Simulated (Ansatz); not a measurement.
ClH₃OSi

Input file:

```
crystal:
  periodic: [false, false, false]
  atoms:
    - {symbol: Si, position_ang: [-0.258886, 0.170953, 0.239063]}
    - {symbol: Cl, position_ang: [0.557048, 1.935763, -0.426849]}
    - {symbol: H, position_ang: [0.270716, -0.030927, 1.607152]}
    - {symbol: O, position_ang: [0.117774, -1.069412, -0.753543]}
    - {symbol: H, position_ang: [-1.727882, 0.289701, 0.208781]}
    - {symbol: H, position_ang: [1.041229, -1.296078, -0.874504]}
basis:
  gaussian: {orbitals: def2-TZVPP}
hamiltonian: {xc: pbe0, dispersion: d4}
output: {orbitals: {seedname: orbitals}}
```

Command:

```sh
ansatz run in.yaml --threads 2 --pin off --events-out ev --progress --plain --max-ram 4352MiB
```

The product side of a reaction path; geometry: PBE0-D4/def2-TZVP.

These are results of RKS PBE0-D4/def2-TZVPP (Ansatz 0.2.0), not measurements.

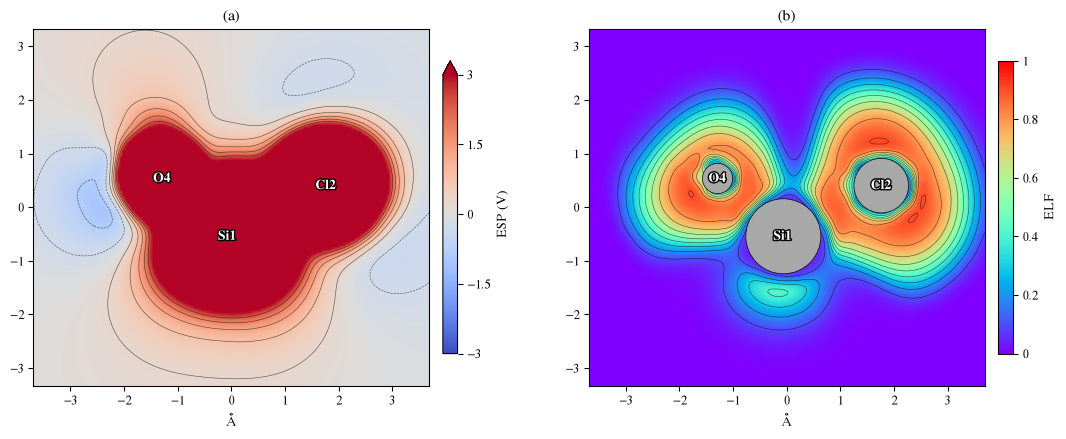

Figure 1. (a) electrostatic potential; (b) electron localisation function on the plane of atoms Cl2, Si1 and O4. Grey discs cover the atomic cores in the ELF map.

### What does the map show?

The section cuts through Si, Cl and O sites.
Si–O (1.63 Å): the ELF peaks at about 0.85 between the atoms: a shared but strongly polarised pair.
Si–Cl (2.06 Å): the ELF peaks at about 0.85 between the atoms; a polar covalent bond.
The ELF also peaks beside Cl2 and O4, away from the bonds: lone-pair regions.
Outside the dense part of the molecule the potential is most negative (−1.0 V) near O4.

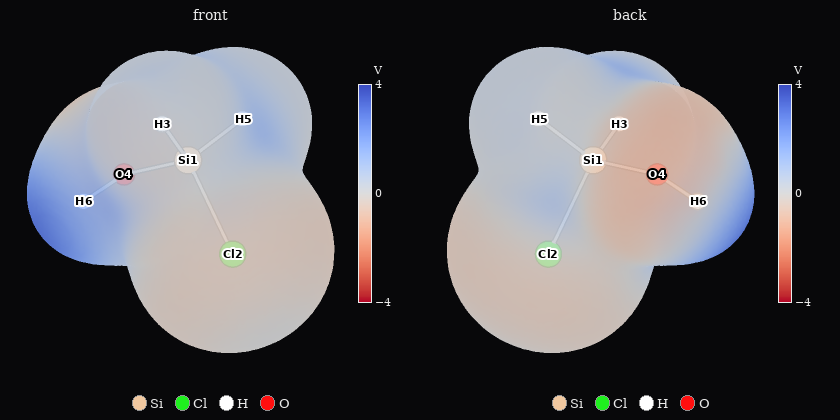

Figure 2. The molecular electrostatic potential painted on the density surface at 0.002 e/bohr³, seen from the front and from behind; red is negative and blue positive.

### Describe the electrostatic potential map.

The most negative region (about −1.1 V) lies over O4, the most positive (about +3.0 V) over H6. O4 is the likeliest acceptor of a hydrogen bond.

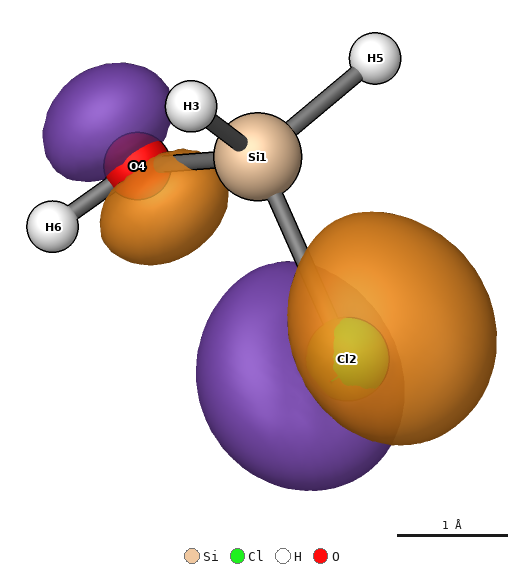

Figure 3. The HOMO−1 at ±0.15 Å⁻³ᐟ² (orange and purple are the two phases), seen at a tilt.

### What is the character of this orbital?

It lies mainly on Cl2 (about 75 %) and O4 (about 15 %); largely a lone pair of Cl2. Its energy is −9.32 eV.

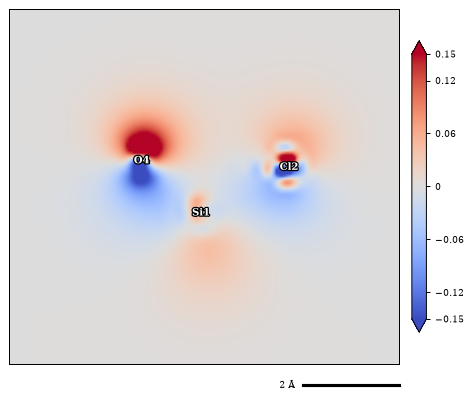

Figure 4. The HOMO on the plane of atoms Cl2, Si1 and O4 (values in Å⁻³ᐟ²; the overall sign is arbitrary).

### Describe this orbital and give its energy.

By Hirshfeld shares it lies mainly on Cl2 (about 50 %), Si1 (about 20 %), H3 (about 15 %), H5 (about 10 %) and O4 (about 5 %). Its energy is −8.88 eV.
